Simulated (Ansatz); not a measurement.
```
CELL_PARAMETERS angstrom
5.01243 0.00000 0.00000
-2.50622 4.34089 0.00000
0.00000 0.00000 11.24175
ATOMIC_POSITIONS crystal
Nd 0.33333 0.66667 0.16667
Nd 0.00000 0.00000 0.50000
Nd 0.66667 0.33333 0.83333
Nd 0.00000 0.00000 0.00000
Nd 0.66667 0.33333 0.33333
Nd 0.33333 0.66667 0.66667
H 0.83333 0.66667 0.16667
H 0.50000 0.00000 0.50000
H 0.16667 0.33333 0.83333
H 0.33333 0.16667 0.16667
H 0.00000 0.50000 0.50000
H 0.66667 0.83333 0.83333
H 0.83333 0.16667 0.16667
H 0.50000 0.50000 0.50000
H 0.16667 0.83333 0.83333
```

Space group R-3m; a structure generated by program, which may or may not match a known phase; computed without spin polarisation; no Hubbard U on the f states and no spin–orbit coupling.

Level of theory: DFT PBE, scalar-relativistic, plane waves, PAW; 4f electrons in the core of a trivalent norm-conserving potential in Ansatz.

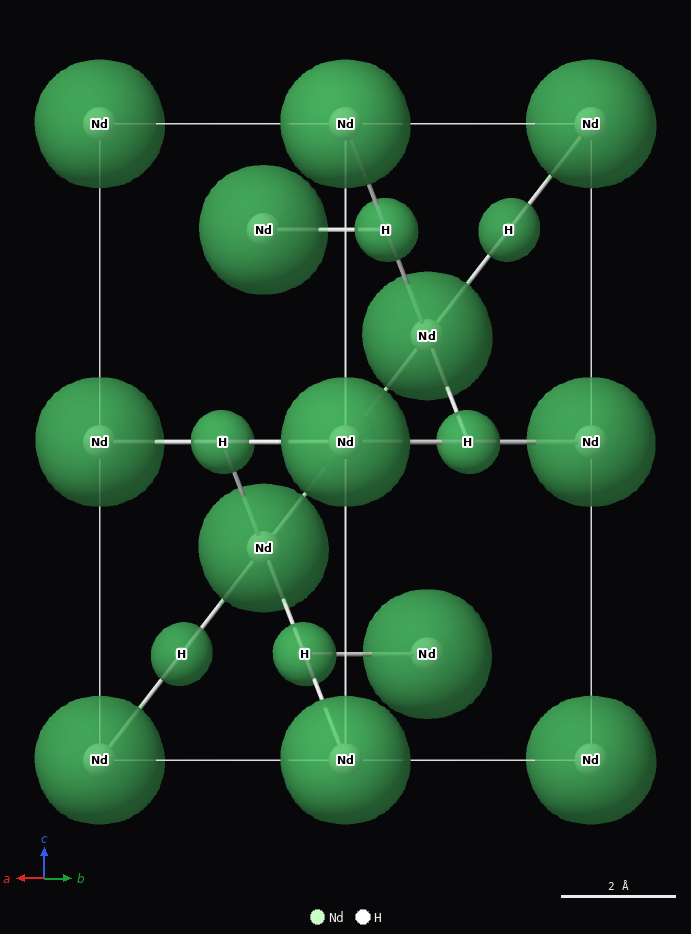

Nd₂H₃. Isosurface of the valence charge density (pseudo) at 0.4 e/Å³ (green), seen along [110]. Sticks mark near contacts.

The density is the valence pseudo-density of a pseudopotential calculation; it isn't the true density close to the nuclei.

How is the density connected at this value?

At this value the density breaks into separate islands; it holds about 65 % of the electrons treated as valence (semicore included). It bridges none of the near contacts. It is pinched off along the sampled Nd–H (2.37 Å) and Nd–H (2.51 Å) contacts. On the grid the lowest density along these lines, outside the cores, is 0.22 e/Å³ (Nd–H, 2.37 Å) and 0.18 e/Å³ (Nd–H, 2.51 Å).
